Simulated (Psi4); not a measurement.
# SVWN5/6-31G(d) (spherical functions) run of GaBH3ClO (SMILES O[B](Cl)[GaH2])

What is the energy change on altering one bond length of GaBH3ClO at SVWN5/6-31G* (spherical functions)? 

The results are computed with Psi4 1.11.

### Step 1. The structure to begin with

GaBH3ClO has 7 atoms, charge 0, and is taken as a singlet. SMILES: `O[B](Cl)[GaH2]`. The coordinates come from a PBE0-D4/def2-TZVP relaxation. This is one conformer, not always the lowest.

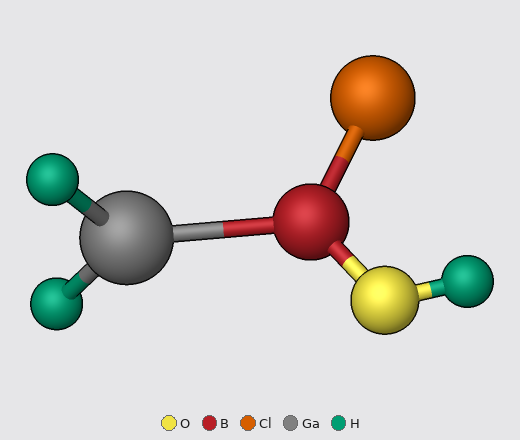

The structure, seen from a chosen angle (oxygen yellow, boron red, chlorine orange, gallium grey, hydrogen teal).

### Step 2. Energy and forces at SVWN5/6-31G(d) (spherical functions)

File job.inp:

```
memory 2.2 GB

molecule molecule1 {
  0 1
  O
  B 1 1.344214
  Cl 2 1.788539 1 118.374
  Ga 2 2.094733 1 123.37232 3 179.99219
  H 1 0.965448 2 114.08867 3 -0.01238
  H 4 1.572289 2 121.27201 1 -91.53881
  H 4 1.572367 6 117.36431 2 177.5162
  units angstrom
  symmetry c1
}

set {
  basis                6-31G*
  puream               true
  e_convergence        1e-09
  d_convergence        1e-08
  scf_type             pk
  dft_radial_points    99
  dft_spherical_points 590
}

E, wfn = gradient('scf', dft_functional={"name": "SVWN5", "x_functionals": {"LDA_X": {}}, "c_functionals": {"LDA_C_VWN": {}}}, return_wfn=True)
```

The run is started by

```bash
psi4 job.inp job.out -n 1
```

job.out (excerpt; [...] marks lines left out):

```text
[...]
  Running in c1 symmetry.
[...]
  Nuclear repulsion =  275.852683058120647
[...]
  Multiplicity = 1
[...]
  Nalpha       = 32
  Nbeta        = 32
[...]
    Number of basis functions: 84
[...]
   @RKS iter   1: -2479.02905522621131   -1.00641e+00   3.74421e-02 DIIS/ADIIS
[...]
   @RKS iter  14: -2481.35107921767758   -5.45697e-12   5.08597e-09 DIIS
[...]
    Orbital Energies [Eh]
    ---------------------
    Doubly Occupied:
       1A   -370.209951     2A   -100.295144     3A    -45.284181
       4A    -40.187632     5A    -40.183693     6A    -40.183505
       7A    -18.658846     8A     -9.140360     9A     -6.997873
      10A     -6.992239    11A     -6.991031    12A     -6.486664
      13A     -5.263712    14A     -3.613706    15A     -3.602235
      16A     -3.601122    17A     -0.965684    18A     -0.764078
      19A     -0.744893    20A     -0.739753    21A     -0.739075
      22A     -0.735739    23A     -0.733814    24A     -0.539777
      25A     -0.432773    26A     -0.413356    27A     -0.358918
      28A     -0.356207    29A     -0.297501    30A     -0.294859
      31A     -0.265496    32A     -0.238284
[...]
  @RKS Final Energy: -2481.35107921767758
   => Energetics <=
    Nuclear Repulsion Energy =            275.8526830581206468
    One-Electron Energy =               -4006.1865236304092832
    Two-Electron Energy =                1360.6159168480987773
    DFT Exchange-Correlation Energy =    -111.6331554934876209
    Empirical Dispersion Energy =           0.0000000000000000
    VV10 Nonlocal Energy =                  0.0000000000000000
    Total Energy =                      -2481.3510792176775794
[...]
 Multipole Moments:
 ------------------------------------------------------------------------------------
     Multipole            Electronic (a.u.)      Nuclear  (a.u.)        Total (a.u.)
 ------------------------------------------------------------------------------------
 L = 1.  Multiply by 2.5417464519 to convert [e a0] to [Debye]
 Dipole X            :         -0.0001529            0.0002479            0.0000950
 Dipole Y            :          3.0635284           -3.4005042           -0.3369758
 Dipole Z            :          2.5817757           -3.1783437           -0.5965680
 Magnitude           :                                                    0.6851614
[...]
  -Total Gradient:
     Atom            X                  Y                   Z
    ------   -----------------  -----------------  -----------------
       1       -0.000002357194    -0.018453725928    -0.009314681886
       2        0.000003561222    -0.002982710117    -0.001999233473
       3        0.000005182855    -0.002146587347     0.000253903014
       4        0.000014430240     0.008416931651     0.006101061995
       5       -0.000003076779     0.016701157183     0.006412970023
       6       -0.001107023081    -0.000778437409    -0.000725453560
       7        0.001089087108    -0.000763731561    -0.000716759805
[...]
```

It took 12 s on 1 thread of Intel Xeon 6975P-C (Granite Rapids), shared host; peak memory 0.52 GiB.

### Step 3. The distorted shape, same level

File calc.inp:

```
memory 2200 MB

molecule geom {
  O     -1.124769    -0.907711     1.253619
  B     -0.311169    -0.343511     0.344419
  Cl     0.899000    -1.736200    -1.070500
  Ga    -0.076869     1.727589     0.135719
  H     -1.130169    -1.872911     1.232419
  H     -0.970569     2.553889    -0.859581
  H      1.038731     2.507289     0.923019
  units angstrom
  symmetry c1
}

set {
  basis                6-31G*
  reference            rks
  puream               true
  e_convergence        1e-09
  d_convergence        1e-08
  scf_type             pk
  dft_radial_points    99
  dft_spherical_points 590
}

e_tot, wfn = gradient("scf", dft_functional={"name": "SVWN5", "x_functionals": {"LDA_X": {}}, "c_functionals": {"LDA_C_VWN": {}}}, return_wfn=True)
```

The run is started by

```bash
psi4 -n 1 calc.inp calc.out
```

calc.out (excerpt; [...] marks lines left out):

```text
[...]
  Running in c1 symmetry.
[...]
  Nuclear repulsion =  255.052151792941231
[...]
  Multiplicity = 1
[...]
  Nalpha       = 32
  Nbeta        = 32
[...]
    Number of basis functions: 84
[...]
   @RKS iter   1: -2479.01546727914274   -1.28700e+00   3.73113e-02 ADIIS/DIIS
[...]
   @RKS iter  15: -2481.30396800566177   -9.09495e-13   2.54732e-09 DIIS
[...]
  @RKS Final Energy: -2481.30396800566177
   => Energetics <=
    Nuclear Repulsion Energy =            255.0521517929412312
    One-Electron Energy =               -3964.2950424909777212
    Two-Electron Energy =                1339.4483867389817533
    DFT Exchange-Correlation Energy =    -111.5094640466065954
    Empirical Dispersion Energy =           0.0000000000000000
    VV10 Nonlocal Energy =                  0.0000000000000000
    Total Energy =                      -2481.3039680056617726
[...]
 Multipole Moments:
 ------------------------------------------------------------------------------------
     Multipole            Electronic (a.u.)      Nuclear  (a.u.)        Total (a.u.)
 ------------------------------------------------------------------------------------
 L = 1.  Multiply by 2.5417464519 to convert [e a0] to [Debye]
 Dipole X            :          0.0378189           -0.8716272           -0.8338082
 Dipole Y            :          4.8233163           -4.5952227            0.2280936
 Dipole Z            :          0.0923936            0.8618218            0.9542154
 Magnitude           :                                                    1.2875519
[...]
  -Total Gradient:
     Atom            X                  Y                   Z
    ------   -----------------  -----------------  -----------------
       1       -0.019782778285    -0.019415001647     0.021951777715
       2       -0.009988692793     0.023128122621     0.011984357248
       3        0.032099785890    -0.034339032034    -0.037464690423
       4       -0.004333981253     0.007970036916     0.005141498083
       5        0.000549071560     0.019878962529    -0.000059672743
       6        0.001431807044     0.001355298109    -0.000157020854
       7        0.000023044610     0.001416749869    -0.001394362482
[...]
```

Wall time 12 s (1 thread of Intel Xeon 6975P-C (Granite Rapids), shared host); peak memory 0.51 GiB.

### Step 4. What came out

At SVWN5/6-31G* (spherical functions):

| quantity | value |
| --- | --- |
| first shape: total energy | -2481.35108 Eh |
| first shape: dipole moment | 1.74 D |
| first shape: HOMO energy | -6.48 eV |
| first shape: LUMO energy | -2.75 eV |
| first shape: HOMO–LUMO gap | 3.73 eV |
| first shape: largest force on an atom | 1.063 eV/Å |
| distorted shape: total energy | -2481.30397 Eh |
| distorted shape: dipole moment | 3.27 D |
| distorted shape: HOMO energy | -6.72 eV |
| distorted shape: LUMO energy | -3.38 eV |
| distorted shape: HOMO–LUMO gap | 3.33 eV |
| distorted shape: largest force on an atom | 3.091 eV/Å |
| energy change with the B2–Cl3 bond stretched from 1.789 to 2.325 Å | 1.282 eV |

**Reading.** With the B2–Cl3 bond stretched from 1.789 to 2.325 Å the energy rises by 1.28 eV (30 kcal/mol). The first shape isn't relaxed at this level, so the change isn't measured from a minimum. The largest force (first shape) is 1.06 eV/Å: the shape isn't a stationary point for this species at this level.
